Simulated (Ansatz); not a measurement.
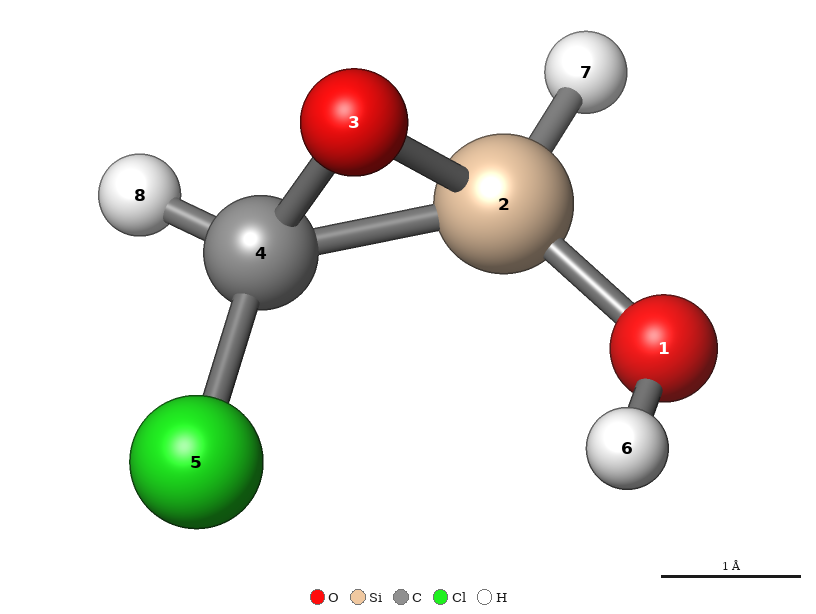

Numbered structure. Computed geometry: PBE0-D4/def2-TZVP optimisation.

What are the angles Si2–O1–H6, O1–Si2–O3, O1–Si2–C4, O1–Si2–H7, O3–Si2–C4, O3–Si2–H7, C4–Si2–H7, Si2–O3–C4, Si2–C4–O3, Si2–C4–Cl5, Si2–C4–H8, O3–C4–Cl5, O3–C4–H8, Cl5–C4–H8?

| angle | degrees |
| --- | --- |
| Si2–O1–H6 | 117.0 |
| O1–Si2–O3 | 120.5 |
| O1–Si2–C4 | 122.1 |
| O1–Si2–H7 | 107.8 |
| O3–Si2–C4 | 49.4 |
| O3–Si2–H7 | 117.9 |
| C4–Si2–H7 | 127.1 |
| Si2–O3–C4 | 70.4 |
| Si2–C4–O3 | 60.2 |
| Si2–C4–Cl5 | 118.7 |
| Si2–C4–H8 | 130.6 |
| O3–C4–Cl5 | 113.4 |
| O3–C4–H8 | 113.4 |
| Cl5–C4–H8 | 108.6 |
